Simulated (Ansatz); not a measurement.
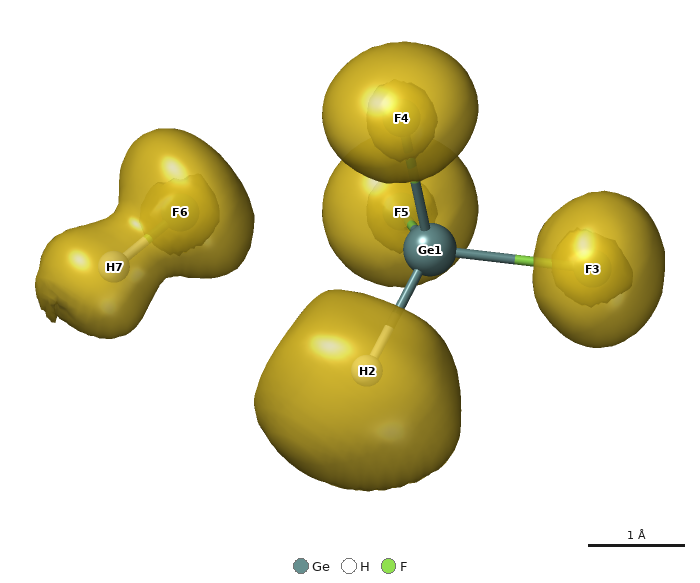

*F3GeH···HF. Isosurface of the ELF at 0.75 (yellow), seen at an oblique angle. Core shells and regions of very low density are left out.*

Computed with RKS r2SCAN-D4/def2-SVP (Ansatz 0.2.0).

```xyz
7

Ge    0.2753    0.0000   -0.0172
H     0.5197    0.0000    1.4770
F     1.7938    0.0000   -0.8306
F    -0.5196    1.3941   -0.6220
F    -0.5196   -1.3941   -0.6220
F    -2.1091    0.0000    1.1586
H    -2.3267    0.0000    2.0597
```

Question: Where are the electrons localised?

Answer: The surface consists of one region around a hydrogen nucleus, three regions wrapped around F (the valence shell of each) and one joined region spread over several atoms (F, H), in which their bonds and any lone pairs are merged. Along the contacts the grid gives the following. Ge1···F6 (2.66 Å): the ELF dips to about 0.05 between them. Ge–F (1.71 Å): the ELF peaks at about 0.80 in the valence shell of F, 0.5 Å from its nucleus, and is about 0.25 at the midpoint.
